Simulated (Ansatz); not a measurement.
**C₂H₆F₂Zr: shape, modes and thermochemistry**

The task is to find a stationary geometry of C₂H₆F₂Zr, then compute its harmonic vibrations to see whether it is a minimum and to get the zero-point energy and entropy, and look at its orbitals and charge.

The runs use Ansatz 0.2.0, Gaussian basis; RKS PBE0-D4/def2-TZVP.

Levels to be run: relaxation at PBE0-D4/def2-TZVP; harmonic vibrations at the same level; a single point in def2-TZVPP for the fields.

### 1 Where the work starts

11 atoms, charge 0, spin multiplicity 1.

Atoms are counted from 1 here; the program's logs count them from 0.

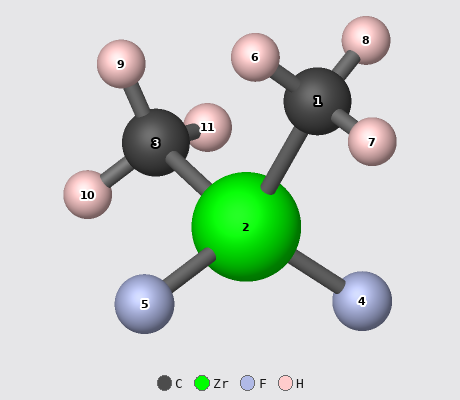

As it starts; carbon dark grey, zirconium green, fluorine light blue, hydrogen pink; atoms are numbered from 1 in the order of the file.

Geometry (Å):

```
C    -1.6683    0.7216    0.2616
Zr    0.2450    0.3475   -0.7907
C     1.4479   -1.0409    0.4544
F    -0.1671   -0.5466   -2.3871
F     1.1664    1.9798   -0.8546
H    -1.5363    1.3186    1.1804
H    -2.3349    1.2943   -0.4113
H    -2.1994   -0.2056    0.5393
H     1.2612   -0.9334    1.5369
H     2.5219   -0.8396    0.2834
H     1.2636   -2.0957    0.1878
```

The start is a GFN2-xTB geometry. Zr takes the def2 core potential; no spin-orbit term is included.

### 2 Geometry optimisation, PBE0-D4/def2-TZVP

Input file in.yaml:

```yaml
crystal:
  periodic: [false, false, false]
  atoms:
    - {symbol: C, position_ang: [-1.668250, 0.721580, 0.261570]}
    - {symbol: Zr, position_ang: [0.244970, 0.347460, -0.790710]}
    - {symbol: C, position_ang: [1.447880, -1.040850, 0.454400]}
    - {symbol: F, position_ang: [-0.167150, -0.546630, -2.387080]}
    - {symbol: F, position_ang: [1.166370, 1.979790, -0.854570]}
    - {symbol: H, position_ang: [-1.536310, 1.318590, 1.180370]}
    - {symbol: H, position_ang: [-2.334860, 1.294330, -0.411340]}
    - {symbol: H, position_ang: [-2.199400, -0.205620, 0.539290]}
    - {symbol: H, position_ang: [1.261250, -0.933360, 1.536920]}
    - {symbol: H, position_ang: [2.521910, -0.839620, 0.283400]}
    - {symbol: H, position_ang: [1.263570, -2.095670, 0.187750]}
basis:
  gaussian: {orbitals: def2-TZVP}
hamiltonian: {xc: pbe0, dispersion: d4}
relax: {f_tol: 0.005, max_steps: 150}
```

Run with:

```sh
ansatz run in.yaml --threads 4 --pin off --events-out ev --progress --plain --max-ram 10444MiB
```

Further steps of the session: Vibrations by finite differences; A single point for the fields.

Q: Predict the results of all the runs planned. Wanted: point group; shift from the start; total energy; dispersion term; dipole moment; lowest, highest wavenumber; zero-point energy; HOMO, LUMO.

As calculated:

| quantity | value |
| --- | --- |
| point group | C1 |
| steps | 14 |
| shift from the start (rms) | 0.117 Å |
| total energy | -8886.0423 eV |
| dispersion term | -165 meV |
| dipole moment | 1.40 D |
| lowest, highest wavenumber | 29, 3109 cm⁻¹ |
| zero-point energy | 45.1 kcal/mol |
| entropy at 298.15 K | 411.4 J/(mol K) |
| HOMO, LUMO | -7.96, -1.26 eV |

In words: The relaxed geometry lies 0.12 Å (rms) from the start; the bond that changed most is Zr2–F4, from 1.876 to 1.903 Å. All wavenumbers are real, so the end point is a minimum. The stiffest mode, 3109 cm⁻¹, is a C–H stretch, and 7 modes under 200 cm⁻¹ make the vibrational entropy uncertain. Harmonic hybrid wavenumbers usually lie a few per cent above measured fundamentals. The largest Mulliken charge, +1.55 e, sits on Zr2. The HOMO lies mostly on C1, C3 about 26 % each; Zr2 22 % and the LUMO on Zr2 67 %.
